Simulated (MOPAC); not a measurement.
**C3H3F3O: geometry relaxation (part 1 of 2)**

C3H3F3O, SMILES FC(F)C1OC1F, computed with AM1, closed shell (MOPAC 23.2.5).

The atoms were displaced at random from an optimised geometry.

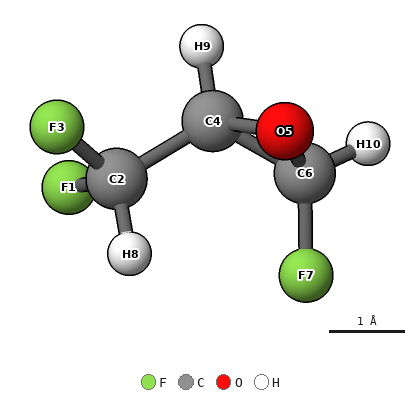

The structure as given in the input (ball-and-stick view, seen at a tilt; atoms are numbered from 1 in the order of the input).

**Input (calc.mop)**
```
GNORM=0.05 CYCLES=300 MULLIK PRECISE DISP AM1 AUX(PRECISION=9) THREADS=1
C3H3F3O

F     -0.150284    -1.850963     0.994613
C      0.513148    -1.098467     0.080549
F      1.837941    -1.345253     0.197437
C      0.255790     0.360102     0.384054
O      0.522369     1.254573    -0.677840
C     -0.786580     1.060975    -0.296560
F     -1.556888     0.411989    -1.215807
H      0.186283    -1.383759    -0.924380
H      0.565179     0.666913     1.385871
H     -1.322769     1.914556     0.111149
```

Launched with:
```bash
mopac calc.mop
```

**The program's output**
```
MOPAC v23.2.5
AM1 CALCULATION RESULTS

 *  AM1        - The AM1 Hamiltonian to be used
 *  PRECISE    - TIGHTER CRITERIA TO BE USED
 *  THREADS=1  - MULTI-THREADING NOT USED
 *  CYCLES=    - DO A MAXIMUM OF 300 STEPS
 *  GNORM      - EXIT WHEN GRADIENT NORM DROPS BELOW 0.050
 *  AUX        - OUTPUT AUXILIARY INFORMATION
 *  DISP       - PRINT DISPERSION AND HYDROGEN BOND ENERGIES
 *  MULLIK     - THE MULLIKEN ANALYSIS TO BE PERFORMED
GNORM=0.05 CYCLES=300 MULLIK PRECISE DISP AM1 AUX(PRECISION=9) THREADS=1
 C3H3F3O

   ATOM   CHEMICAL          X               Y               Z
  NUMBER   SYMBOL      (ANGSTROMS)     (ANGSTROMS)     (ANGSTROMS)

     1       F         -0.15028400  *  -1.85096300  *   0.99461300  *
     2       C          0.51314800  *  -1.09846700  *   0.08054900  *
     3       F          1.83794100  *  -1.34525300  *   0.19743700  *
     4       C          0.25579000  *   0.36010200  *   0.38405400  *
     5       O          0.52236900  *   1.25457300  *  -0.67784000  *
     6       C         -0.78658000  *   1.06097500  *  -0.29656000  *
     7       F         -1.55688800  *   0.41198900  *  -1.21580700  *
     8       H          0.18628300  *  -1.38375900  *  -0.92438000  *
     9       H          0.56517900  *   0.66691300  *   1.38587100  *
    10       H         -1.32276900  *   1.91455600  *   0.11114900  *

          CARTESIAN COORDINATES

    NO.       ATOM           X           Y           Z

     1         F         -0.1503     -1.8510      0.9946
     2         C          0.5131     -1.0985      0.0805
     3         F          1.8379     -1.3453      0.1974
     4         C          0.2558      0.3601      0.3841
     5         O          0.5224      1.2546     -0.6778
     6         C         -0.7866      1.0610     -0.2966
     7         F         -1.5569      0.4120     -1.2158
     8         H          0.1863     -1.3838     -0.9244
     9         H          0.5652      0.6669      1.3859
    10         H         -1.3228      1.9146      0.1111

           Empirical Formula: C3 H3 O F3  =    10 atoms

      MOLECULAR POINT GROUP   :   C1

      RHF CALCULATION, NO. OF DOUBLY OCCUPIED LEVELS = 21

          Geometry optimization using EF

          DIAGONAL MATRIX USED AS START HESSIAN
```

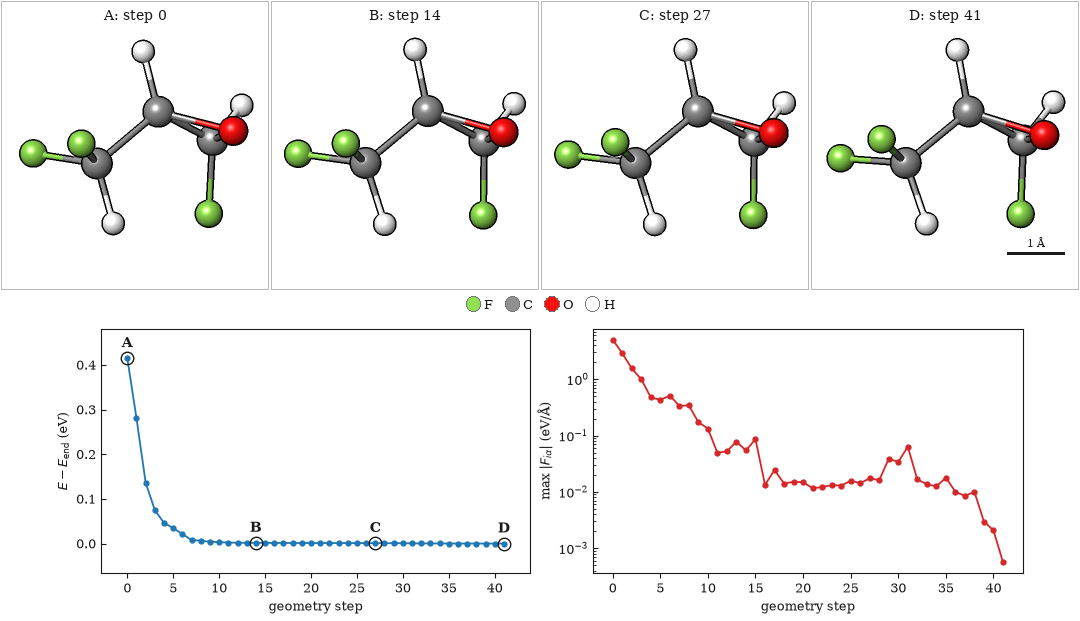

Frames of the relaxation (ball-and-stick view, seen at a tilt) above the curves, on which the letters mark them (steps are counted from 0).

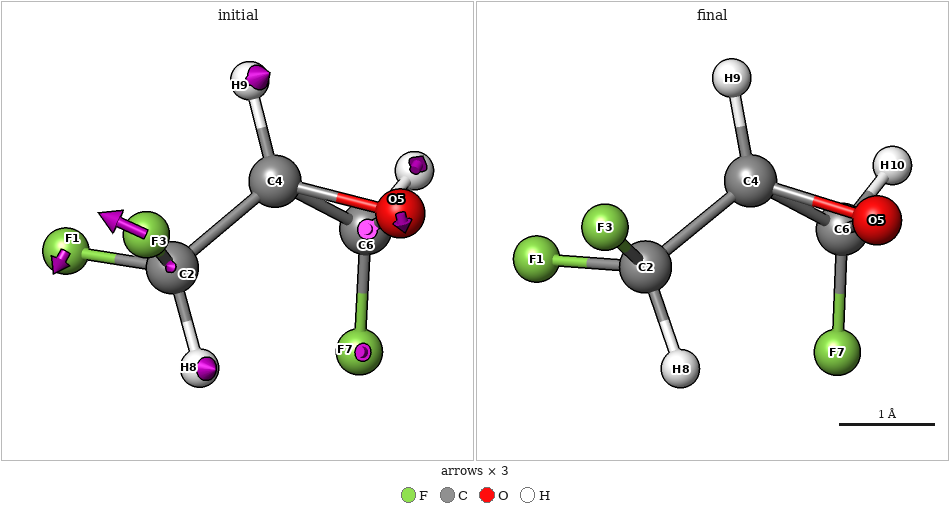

Before (left) and after (right) the relaxation, at one scale (ball-and-stick view, seen at a tilt). The pink arrows give the displacements, magnified 3 times. The atom that moves furthest after the best rigid fit is F3 (0.19 Å). By element the largest moves are F 0.19 Å, H 0.13 Å, C 0.09 Å, O 0.08 Å. Distances before and after: C4–C6 1.429 → 1.501 Å, O5–C6 1.377 → 1.429 Å, C2–H8 1.095 → 1.132 Å, C2–F3 1.353 → 1.376 Å. Among the angles that change: F1–C2–F3 108.6° → 102.7°, F7–C6–H10 110.4° → 114.2°, O5–C6–F7 114.7° → 110.8°. The energy falls by 0.415 eV in 41 geometry steps. The largest force component goes from 5 to 0.00057 eV/Å. (Atoms are counted from 1 in the order of the input.)

```
 CYCLE:     1 TIME:   0.004 TIME LEFT:  2.00D  GRAD.:   179.350 HEAT: -153.0302
 CYCLE:     2 TIME:   0.008 TIME LEFT:  2.00D  GRAD.:   146.636 HEAT: -156.1236
 CYCLE:     3 TIME:   0.004 TIME LEFT:  2.00D  GRAD.:    69.595 HEAT: -159.4566
 CYCLE:     4 TIME:   0.004 TIME LEFT:  2.00D  GRAD.:    43.063 HEAT: -160.8765
 CYCLE:     5 TIME:   0.004 TIME LEFT:  2.00D  GRAD.:    25.707 HEAT: -161.5341
 CYCLE:     6 TIME:   0.004 TIME LEFT:  2.00D  GRAD.:    25.948 HEAT: -161.8012
 CYCLE:     7 TIME:   0.004 TIME LEFT:  2.00D  GRAD.:    21.681 HEAT: -162.1076
 CYCLE:     8 TIME:   0.000 TIME LEFT:  2.00D  GRAD.:    16.337 HEAT: -162.4185
 CYCLE:     9 TIME:   0.004 TIME LEFT:  2.00D  GRAD.:    17.158 HEAT: -162.4525
 CYCLE:    10 TIME:   0.004 TIME LEFT:  2.00D  GRAD.:     9.114 HEAT: -162.5071
 CYCLE:    11 TIME:   0.004 TIME LEFT:  2.00D  GRAD.:     5.516 HEAT: -162.5274
 CYCLE:    12 TIME:   0.004 TIME LEFT:  2.00D  GRAD.:     3.041 HEAT: -162.5467
 CYCLE:    13 TIME:   0.000 TIME LEFT:  2.00D  GRAD.:     3.400 HEAT: -162.5584
 CYCLE:    14 TIME:   0.004 TIME LEFT:  2.00D  GRAD.:     3.782 HEAT: -162.5614
 CYCLE:    15 TIME:   0.004 TIME LEFT:  2.00D  GRAD.:     2.870 HEAT: -162.5647
 CYCLE:    16 TIME:   0.000 TIME LEFT:  2.00D  GRAD.:     3.876 HEAT: -162.5646
 CYCLE:    17 TIME:   0.004 TIME LEFT:  2.00D  GRAD.:     0.902 HEAT: -162.5687
 CYCLE:    18 TIME:   0.000 TIME LEFT:  2.00D  GRAD.:     0.928 HEAT: -162.5697
 CYCLE:    19 TIME:   0.004 TIME LEFT:  2.00D  GRAD.:     0.773 HEAT: -162.5710
 CYCLE:    20 TIME:   0.000 TIME LEFT:  2.00D  GRAD.:     0.531 HEAT: -162.5718
 CYCLE:    21 TIME:   0.004 TIME LEFT:  2.00D  GRAD.:     0.546 HEAT: -162.5721
 CYCLE:    22 TIME:   0.004 TIME LEFT:  2.00D  GRAD.:     0.674 HEAT: -162.5730
 CYCLE:    23 TIME:   0.000 TIME LEFT:  2.00D  GRAD.:     0.628 HEAT: -162.5739
 CYCLE:    24 TIME:   0.004 TIME LEFT:  2.00D  GRAD.:     0.541 HEAT: -162.5747
 CYCLE:    25 TIME:   0.000 TIME LEFT:  2.00D  GRAD.:     0.640 HEAT: -162.5756
 CYCLE:    26 TIME:   0.004 TIME LEFT:  2.00D  GRAD.:     0.776 HEAT: -162.5766
 CYCLE:    27 TIME:   0.004 TIME LEFT:  2.00D  GRAD.:     0.723 HEAT: -162.5775
 CYCLE:    28 TIME:   0.000 TIME LEFT:  2.00D  GRAD.:     0.600 HEAT: -162.5784
 CYCLE:    29 TIME:   0.004 TIME LEFT:  2.00D  GRAD.:     0.624 HEAT: -162.5790
 CYCLE:    30 TIME:   0.000 TIME LEFT:  2.00D  GRAD.:     1.691 HEAT: -162.5818
 CYCLE:    31 TIME:   0.004 TIME LEFT:  2.00D  GRAD.:     1.493 HEAT: -162.5835
 CYCLE:    32 TIME:   0.004 TIME LEFT:  2.00D  GRAD.:     2.821 HEAT: -162.5894
 CYCLE:    33 TIME:   0.004 TIME LEFT:  2.00D  GRAD.:     0.863 HEAT: -162.5918
 CYCLE:    34 TIME:   0.000 TIME LEFT:  2.00D  GRAD.:     0.657 HEAT: -162.5933
 CYCLE:    35 TIME:   0.004 TIME LEFT:  2.00D  GRAD.:     0.550 HEAT: -162.5955
 CYCLE:    36 TIME:   0.004 TIME LEFT:  2.00D  GRAD.:     0.779 HEAT: -162.5975
 CYCLE:    37 TIME:   0.000 TIME LEFT:  2.00D  GRAD.:     0.526 HEAT: -162.5983
 CYCLE:    38 TIME:   0.004 TIME LEFT:  2.00D  GRAD.:     0.442 HEAT: -162.5992
 CYCLE:    39 TIME:   0.004 TIME LEFT:  2.00D  GRAD.:     0.459 HEAT: -162.5996
 CYCLE:    40 TIME:   0.000 TIME LEFT:  2.00D  GRAD.:     0.168 HEAT: -162.5998
 CYCLE:    41 TIME:   0.004 TIME LEFT:  2.00D  GRAD.:     0.118 HEAT: -162.5998
 CYCLE:    42 TIME:   0.000 TIME LEFT:  2.00D  GRAD.:     0.032 HEAT: -162.5998

     GRADIENT =  0.03160 IS LESS THAN CUTOFF =  0.05000

 -------------------------------------------------------------------------------
 GNORM=0.05 CYCLES=300 MULLIK PRECISE DISP AM1 AUX(PRECISION=9) THREADS=1
 C3H3F3O

     GEOMETRY OPTIMISED USING EIGENVECTOR FOLLOWING (EF).
     SCF FIELD WAS ACHIEVED

                              AM1 CALCULATION

          FINAL HEAT OF FORMATION =       -162.59982 KCAL/MOL =    -680.31764 KJ/MOL

          TOTAL ENERGY            =     -50749.54683 KCAL/MOL = ELECTRONIC ENERGY + CORE-CORE REPULSION
          ENERGY OF ATOMS         =      50586.94701 KCAL/MOL
                              SUM =       -162.59982 KCAL/MOL
          DISPERSION ENERGY       =          0.00000 KCAL/MOL
                              SUM =       -162.59982 KCAL/MOL = FINAL HEAT OF FORMATION

          TOTAL ENERGY            =      -2200.70864 EV
          ELECTRONIC ENERGY       =      -6526.91054 EV
          CORE-CORE REPULSION     =       4326.20190 EV
          COSMO AREA              =        120.86 SQUARE ANGSTROMS
          COSMO VOLUME            =        108.59 CUBIC ANGSTROMS

          GRADIENT NORM           =          0.03160          =       0.00999 PER ATOM
          IONIZATION POTENTIAL    =         11.999199 EV
          HOMO LUMO ENERGIES (EV) =        -11.999  1.127
          NO. OF FILLED LEVELS    =         21
          MOLECULAR WEIGHT        =        112.0513         POINT GROUP:  C1

          MOLECULAR DIMENSIONS (Angstroms)

            Atom       Atom       Distance
            H    10    F     3     4.69544
            F     7    H     9     3.12405
            O     5    F     1     3.07060

          SCF CALCULATIONS        =         50

          WALL-CLOCK TIME         =      0.125 SECONDS
          COMPUTATION TIME        =      0.123 SECONDS

   ATOM   CHEMICAL          X               Y               Z
  NUMBER   SYMBOL      (ANGSTROMS)     (ANGSTROMS)     (ANGSTROMS)

     1       F         -0.13437922  *  -1.91641464  *   0.94353799  *
     2       C          0.55642541  *  -1.09561361  *   0.08034812  *
     3       F          1.86777954  *  -1.42931876  *   0.33106167  *
     4       C          0.28325805  *   0.38471751  *   0.37352200  *
     5       O          0.48362695  *   1.25512562  *  -0.75223685  *
     6       C         -0.85918841  *   1.09991567  *  -0.28776742  *
     7       F         -1.61581073  *   0.45980638  *  -1.21076638  *
     8       H          0.28700479  *  -1.33183036  *  -0.99383438  *
     9       H          0.70327643  *   0.74774387  *   1.33052055  *
    10       H         -1.34358065  *   1.99188433  *   0.15878326  *

                             CARTESIAN COORDINATES

   1    F       -0.134379224    -1.916414637     0.943537988
   2    C        0.556425406    -1.095613612     0.080348118
   3    F        1.867779543    -1.429318760     0.331061675
   4    C        0.283258053     0.384717514     0.373521997
   5    O        0.483626950     1.255125622    -0.752236851
   6    C       -0.859188406     1.099915668    -0.287767417
   7    F       -1.615810734     0.459806383    -1.210766383
   8    H        0.287004792    -1.331830355    -0.993834382
   9    H        0.703276434     0.747743870     1.330520554
  10    H       -1.343580652     1.991884327     0.158783263

           Empirical Formula: C3 H3 O F3  =    10 atoms

      MOLECULAR POINT GROUP   :   C1

                  EIGENVALUES
 -50.90739 -50.33625 -48.18799 -41.55100 -30.32766 -26.80274 -23.55692 -19.90875
 -19.18829 -18.52752 -18.22747 -17.57655 -16.33279 -15.85998 -15.01520 -14.51691
 -14.30058 -14.09857 -13.25080 -12.18737 -11.99920   1.12679   1.90452   2.30424
   2.61168   2.72590   3.04344   3.32220   3.67599   3.84510   4.06276

              NET ATOMIC CHARGES AND DIPOLE CONTRIBUTIONS
```
